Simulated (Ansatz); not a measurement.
MgS2

Input

```
crystal:
  periodic: [false, false, false]
  atoms:
    - {symbol: Mg, position_ang: [-1.101778, -0.034163, 0.674452]}
    - {symbol: S, position_ang: [1.053169, -0.645595, 0.449709]}
    - {symbol: S, position_ang: [0.048609, 0.679758, -1.124162]}
basis:
  gaussian: {orbitals: def2-TZVP, initial_orbitals: start.molden}
hamiltonian: {xc: pbe0, dispersion: d4}
output: {orbitals: {seedname: orbitals}}
```

Command:

```sh
ansatz run in.yaml --threads 4 --pin off --events-out ev --progress --plain --max-ram 3916MiB
```

Geometry: PBE-D4/def2-TZVP.

Level of theory: Ansatz 0.2.0, RKS PBE0-D4/def2-TZVP.

### What will maps of the electron density and electron localisation function show?

Mg–S (2.25 Å): ρ is about 0.48 e/Å³ halfway; the ELF peaks at about 0.80 in the valence shell of S, 0.9 Å from its nucleus, and falls to about 0.05 next to Mg: a largely ionic contact.
S–S (2.29 Å): ρ is about 0.66 e/Å³ halfway; the ELF peaks at about 0.75 between the atoms: a covalent bond.

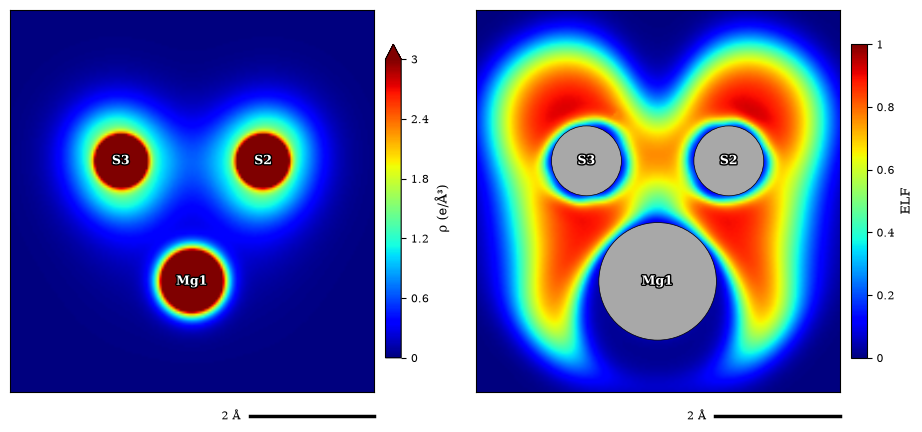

Computed electron density and electron localisation function on the molecular plane, in this order. Grey discs cover the atomic cores in the ELF map. 
